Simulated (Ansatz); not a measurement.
**GaN₂H₅: nudged elastic band**

- system: GaN₂H₅
- method: RKS BLYP-D4/def2-SVP (Ansatz 0.2.0)

One setting was made poor on purpose. It belongs to a series of runs on one base structure; here: band between the two ends. Figures and captions count atoms from 1; the log counts them from 0 in places.

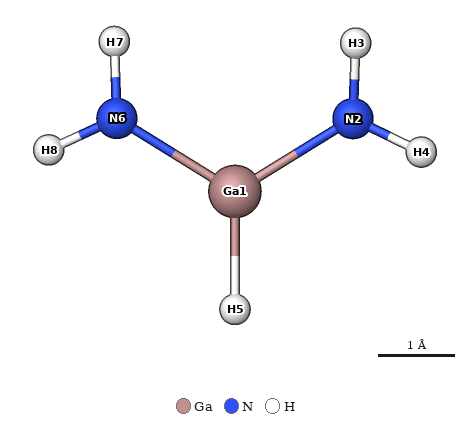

**Figure 1.** The structure as given in the input (ball-and-stick view, seen on its broad side; atoms are numbered from 1 in the order of the input). Sticks mark near contacts.

### Input file
```yaml
crystal:
  periodic: [false, false, false]
  atoms:
    - { symbol: Ga, position_ang: [0.495839, 0.179301, -0.08615] }
    - { symbol: "N", position_ang: [0.790608, -0.061751, 1.713122] }
    - { symbol: H, position_ang: [0.101097, -0.468225, 2.349046] }
    - { symbol: H, position_ang: [1.731232, -0.118004, 2.108018] }
    - { symbol: H, position_ang: [1.647005, 0.595599, -1.060559] }
    - { symbol: "N", position_ang: [-1.223112, -0.097715, -0.679345] }
    - { symbol: H, position_ang: [-2.021041, -0.225443, -0.053103] }
    - { symbol: H, position_ang: [-1.53073, 0.196236, -1.608329] }
basis:
  gaussian: { orbitals: def2-SVP }
hamiltonian:
  xc: blyp
  dispersion: d4
neb:
  order_check: false
  images: 5
  f_tol: 0.05
  max_iterations: 60
  initial_path: linear
  final_atoms:
    - { symbol: Ga, position_ang: [0.38066361, 0.64717586, -1.18878605] }
    - { symbol: "N", position_ang: [1.08286247, 0.09937953, 1.12791393] }
    - { symbol: H, position_ang: [0.43868409, 0.520993, 1.81318204] }
    - { symbol: H, position_ang: [1.06178002, -0.91898042, 1.28497197] }
    - { symbol: H, position_ang: [2.03118166, 0.42139859, 1.36662643] }
    - { symbol: "N", position_ang: [-1.30368009, -0.10303938, -0.65202206] }
    - { symbol: H, position_ang: [-1.60470744, -0.52252211, 0.23777421] }
    - { symbol: H, position_ang: [-2.09588632, -0.14440708, -1.30696048] }
```

Run on 2 threads of Arm Neoverse V1, 24 GiB of memory available, shared host.

Launched with:
```bash
ansatz run input.yaml --threads 2 --pin off --max-ram 3072MiB --backend cpu --events-out ev --progress --plain --runs-dir out
```

### The program's output
```
Engine: ansatz 0.2.0, aarch64-unknown-linux-gnu
Functional definition: BLYP
  parameter beta = 0.0042
  parameter a = 0.04918
  parameter b = 0.132
  parameter c = 0.2533
  parameter d = 0.349
  exchange = b88_x(beta = beta)
  correlation = lyp_c(a = a, b = b, c = c, d = d)
989 factors; their error is unknown
mean field evaluation 1: about -55413.0432 eV, gradient 9.9e1 eV
mean field evaluation 2: about -55312.6346 eV, gradient 1.9e2 eV
mean field evaluation 4: about -55431.4244 eV, gradient 1.5e1 eV
mean field evaluation 8: about -55431.9236 eV, gradient 1.3e-1 eV
mean field evaluation 16: about -55431.8773 eV, gradient 2.6e-4 eV
mean field -55431.87726414 eV, -2037.0839163814 hartree, gradient 6.5e-5 eV, S^2 0.000000; 0 other end points of the search recorded, 0 dependent functions left out
the calculation of the forces begins
reference -55431.87758825 eV, -2037.0839282919 hartree; 25, 25 occupied and 60, 60 virtual orbitals, 989 factors
989 factors; their error is unknown
mean field evaluation 32: about -55431.8642 eV, gradient 4.4e-3 eV
mean field -55431.86422838 eV, -2037.0834373258 hartree, gradient 2.5e-5 eV, S^2 0.000000; 0 other end points of the search recorded, 0 dependent functions left out
[... from here on the field's lines of each further geometry are left out, up to the last ...]
NEB iter   1: max|band force component| = 2.268e1 eV/Å  barrier→ = 6.1049 eV  barrier← = 6.1168 eV  Δτ_max = 0.1967 Å  (199 SCF iters)
NEB iter   2: max|band force component| = 2.210e0 eV/Å  barrier→ = 2.5729 eV  barrier← = 2.5848 eV  Δτ_max = 0.1985 Å  (173 SCF iters)
NEB iter   3: max|band force component| = 9.296e-1 eV/Å  barrier→ = 2.2193 eV  barrier← = 2.2311 eV  Δτ_max = 0.1972 Å  (164 SCF iters)
NEB iter   4: max|band force component| = 2.053e0 eV/Å  barrier→ = 2.1542 eV  barrier← = 2.1660 eV  Δτ_max = 0.0979 Å  (158 SCF iters)
NEB iter   5: max|band force component| = 5.507e-1 eV/Å  barrier→ = 2.0686 eV  barrier← = 2.0805 eV  Δτ_max = 0.2000 Å  (151 SCF iters)
NEB iter   6: max|band force component| = 6.211e-1 eV/Å  barrier→ = 1.6993 eV  barrier← = 1.7111 eV  Δτ_max = 0.0998 Å  (163 SCF iters)
NEB iter   7: max|band force component| = 7.407e-1 eV/Å  barrier→ = 1.5625 eV  barrier← = 1.5743 eV  Δτ_max = 0.0500 Å  (148 SCF iters)
NEB iter   8: max|band force component| = 1.570e0 eV/Å  barrier→ = 1.5281 eV  barrier← = 1.5399 eV  CI = image 2  Δτ_max = 0.0993 Å  (147 SCF iters)
NEB iter   9: max|band force component| = 1.740e0 eV/Å  barrier→ = 1.5689 eV  barrier← = 1.5808 eV  CI = image 2  Δτ_max = 0.1911 Å  (146 SCF iters)
NEB iter  10: max|band force component| = 1.859e0 eV/Å  barrier→ = 1.9073 eV  barrier← = 1.9191 eV  CI = image 2  Δτ_max = 0.2000 Å  (151 SCF iters)
NEB iter  11: max|band force component| = 2.452e0 eV/Å  barrier→ = 2.1471 eV  barrier← = 2.1589 eV  CI = image 2  Δτ_max = 0.1022 Å  (163 SCF iters)
NEB iter  12: max|band force component| = 5.416e-1 eV/Å  barrier→ = 2.1352 eV  barrier← = 2.1471 eV  CI = image 2  Δτ_max = 0.0534 Å  (147 SCF iters)
NEB iter  13: max|band force component| = 3.341e-1 eV/Å  barrier→ = 2.1285 eV  barrier← = 2.1404 eV  CI = image 2  Δτ_max = 0.0651 Å  (142 SCF iters)
NEB iter  14: max|band force component| = 7.856e-2 eV/Å  barrier→ = 2.1261 eV  barrier← = 2.1379 eV  CI = image 2  Δτ_max = 0.0167 Å  (145 SCF iters)
NEB iter  15: max|band force component| = 7.266e-2 eV/Å  barrier→ = 2.1255 eV  barrier← = 2.1374 eV  CI = image 2  Δτ_max = 0.0152 Å  (144 SCF iters)
the calculation of the forces begins
reference -55431.86374101 eV, -2037.0834194155 hartree; 25, 25 occupied and 60, 60 virtual orbitals, 989 factors
989 factors; their error is unknown
mean field evaluation 768: about -55429.7566 eV, gradient 1.7e-1 eV
mean field -55429.75663594 eV, -2037.0059847323 hartree, gradient 1.5e-5 eV, S^2 0.000000; 1 other end points of the search recorded, 0 dependent functions left out
the calculation of the forces begins
reference -55429.75694329 eV, -2037.0059960273 hartree; 25, 25 occupied and 60, 60 virtual orbitals, 989 factors
NEB iter  16: max|band force component| = 4.371e-2 eV/Å  barrier→ = 2.1253 eV  barrier← = 2.1371 eV  CI = image 2  Δτ_max = 0.0000 Å  (288 SCF iters)
```

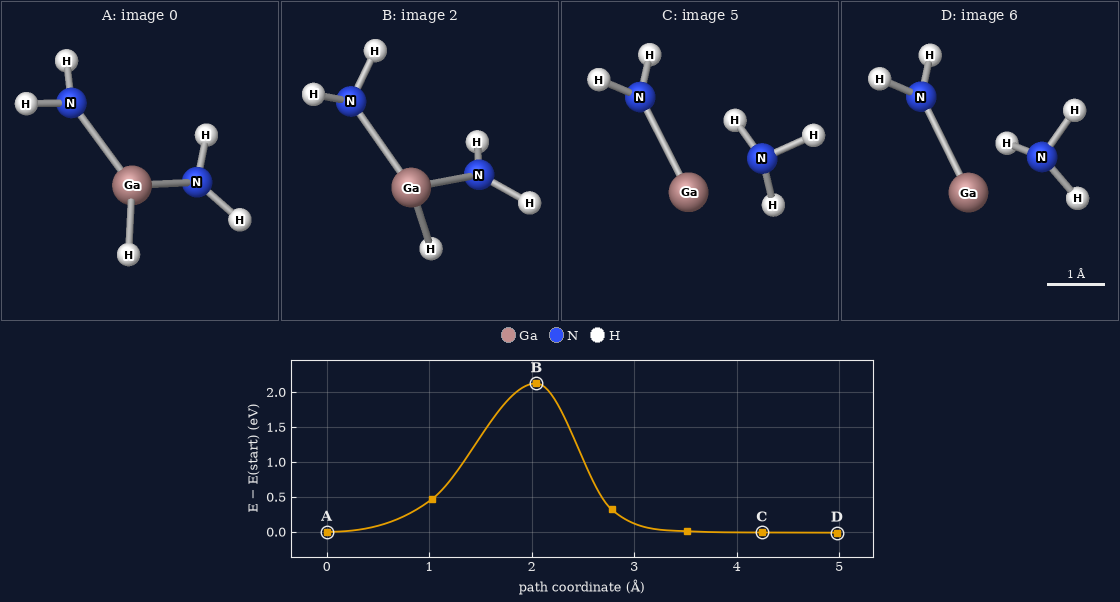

**Figure 2.** Images of the last band (counted from 0; ball-and-stick, seen at a tilt) above the energy along the path; the line is a cubic interpolation that uses the forces. The highest image is number 2, 2.125 eV above the start and 2.137 eV above the end (the climbing image); the end lies 0.012 eV below the start. The path is 4.98 Å long. The band converged in 16 iterations.

```
Total energy: -55430.01949891 eV, -2037.0156447684 hartree
Atom 0 at     0.383954    -0.133348    -0.616307 Å, force    -0.036400    -0.006680     0.001136 eV/Å
Atom 1 at     1.011451     0.089519     1.309987 Å, force     0.012141     0.005431    -0.017341 eV/Å
Atom 2 at     0.574155     0.436913     2.184207 Å, force    -0.003202     0.003178    -0.000378 eV/Å
Atom 3 at     1.944280    -0.285673     1.537404 Å, force    -0.004007    -0.002219    -0.001084 eV/Å
Atom 4 at     1.545639     0.889677     0.000967 Å, force     0.006993     0.003273     0.019821 eV/Å
Atom 5 at    -1.487945    -0.120898    -0.549032 Å, force     0.021065    -0.007273    -0.006399 eV/Å
Atom 6 at    -1.950620    -0.615776     0.224617 Å, force     0.002134     0.001323     0.002447 eV/Å
Atom 7 at    -2.030016    -0.260416    -1.409143 Å, force     0.001276     0.002967     0.001798 eV/Å
Dipole moment:    -0.103986    -0.164048     0.290442 e Å
this run last wrote the band of iteration 16 to [file]
```

### The last band as extended XYZ (Å, eV, eV/Å)
```
8
Properties=species:S:1:pos:R:3:forces:R:3 image=0 energy=-55432.14445
Ga    0.4958    0.1793   -0.0862   -0.0018  -0.0001   0.0025
N     0.7906   -0.0618    1.7131   -0.0012   0.0028  -0.0044
H     0.1011   -0.4682    2.3490   -0.0011  -0.0011   0.0010
H     1.7312   -0.1180    2.1080    0.0041  -0.0013   0.0016
H     1.6470    0.5956   -1.0606   -0.0017  -0.0004   0.0011
N    -1.2231   -0.0977   -0.6793    0.0050  -0.0006   0.0010
H    -2.0210   -0.2254   -0.0531   -0.0018   0.0004   0.0008
H    -1.5307    0.1962   -1.6083   -0.0016   0.0003  -0.0036
8
Properties=species:S:1:pos:R:3:forces:R:3 image=1 energy=-55431.68119
Ga    0.4026    0.1220   -0.1990   -0.1012   0.3370   0.4893
N     0.8289   -0.2028    1.5688   -0.1475  -0.2974   0.2914
H     0.3396    0.1808    2.3770   -0.1557  -0.2446   0.1945
H     1.8336   -0.2673    1.7527   -0.0102   0.2000   0.1266
H     1.7130    0.8075   -0.6424    0.1602  -0.0188  -1.0669
N    -1.3808   -0.0187   -0.6374    0.0949   0.0043   0.0401
H    -1.9525   -0.5421    0.0341    0.0061  -0.0275  -0.0530
H    -1.7935   -0.0795   -1.5711    0.1533   0.0470  -0.0221
8
Properties=species:S:1:pos:R:3:forces:R:3 image=2 energy=-55430.01919
Ga    0.3840   -0.1333   -0.6163   -0.0364  -0.0067   0.0011
N     1.0115    0.0895    1.3100    0.0121   0.0054  -0.0173
H     0.5742    0.4369    2.1842   -0.0032   0.0032  -0.0004
H     1.9443   -0.2857    1.5374   -0.0040  -0.0022  -0.0011
H     1.5456    0.8897    0.0010    0.0070   0.0033   0.0198
N    -1.4879   -0.1209   -0.5490    0.0211  -0.0073  -0.0064
H    -1.9506   -0.6158    0.2246    0.0021   0.0013   0.0024
H    -2.0300   -0.2604   -1.4091    0.0013   0.0030   0.0018
8
Properties=species:S:1:pos:R:3:forces:R:3 image=3 energy=-55431.82240
Ga    0.2571   -0.2590   -0.9958   -0.0917  -0.3709  -0.7544
N     1.1890    0.2299    1.1061    0.2267   0.2361  -0.2251
H     0.7422    0.5519    1.9846    0.0703   0.2439  -0.3388
H     2.0809   -0.2243    1.3457    0.0321  -0.0816  -0.0163
H     1.4404    1.0044    0.4389   -0.0224  -0.0098   1.1879
N    -1.5551   -0.2423   -0.4203   -0.0279  -0.1033   0.0090
H    -1.9375   -0.7029    0.4157   -0.0549   0.0863   0.0618
H    -2.2262   -0.3579   -1.1921   -0.1322  -0.0008   0.0759
8
Properties=species:S:1:pos:R:3:forces:R:3 image=4 energy=-55432.13570
Ga    0.1890   -0.2099   -1.2567   -0.0065  -0.0099  -0.0293
N     1.2070    0.3220    0.9487   -0.0120   0.0096  -0.0191
H     0.6305    0.3422    1.8042   -0.0251  -0.0173  -0.0191
H     2.0527   -0.2268    1.1627   -0.0077  -0.0105  -0.0061
H     1.5263    1.2875    0.7838    0.0259   0.0233   0.0518
N    -1.5099   -0.3984   -0.3920    0.0288  -0.0123  -0.0164
H    -1.7569   -0.5448    0.5952    0.0109   0.0398   0.0182
H    -2.3478   -0.5717   -0.9633   -0.0144  -0.0228   0.0199
8
Properties=species:S:1:pos:R:3:forces:R:3 image=5 energy=-55432.15354
Ga    0.0440    0.1870   -1.3341   -0.0008   0.0018  -0.0004
N     1.1706    0.4283    0.8672   -0.0005   0.0010  -0.0004
H     0.5043    0.5086    1.6498   -0.0011   0.0011  -0.0009
H     1.7848   -0.3728    1.0759   -0.0022  -0.0015   0.0003
H     1.7661    1.2683    0.8921    0.0023  -0.0007   0.0004
N    -1.4376   -0.5077   -0.3328    0.0007  -0.0004   0.0003
H    -1.5420   -0.7030    0.6717    0.0009  -0.0001   0.0001
H    -2.2993   -0.8087   -0.8072    0.0006  -0.0012   0.0005
8
Properties=species:S:1:pos:R:3:forces:R:3 image=6 energy=-55432.15630
Ga   -0.1873    0.4783   -1.2846   -0.0082  -0.0015  -0.0007
N     1.1347    0.5410    0.8151    0.0020   0.0015  -0.0021
H     0.5513    0.8574    1.6037   -0.0005  -0.0028  -0.0010
H     1.4806   -0.3991    1.0573   -0.0004  -0.0002   0.0049
H     1.9544    1.1629    0.7770    0.0021  -0.0006   0.0011
N    -1.3789   -0.6403   -0.2762    0.0013   0.0018   0.0027
H    -1.3286   -0.9819    0.6928    0.0004   0.0029  -0.0042
H    -2.2354   -1.0184   -0.7024    0.0033  -0.0010  -0.0007
```

### Results in brief

- outcome: converged
- barrier, forward: 2.125 eV
- barrier, backward: 2.137 eV
- wall time: 1.8 min (CPU time 3.4 min)
- peak memory: 0.12 GiB

### Notes

A deliberately poor setting: straight start. The order of the saddle point was not checked.
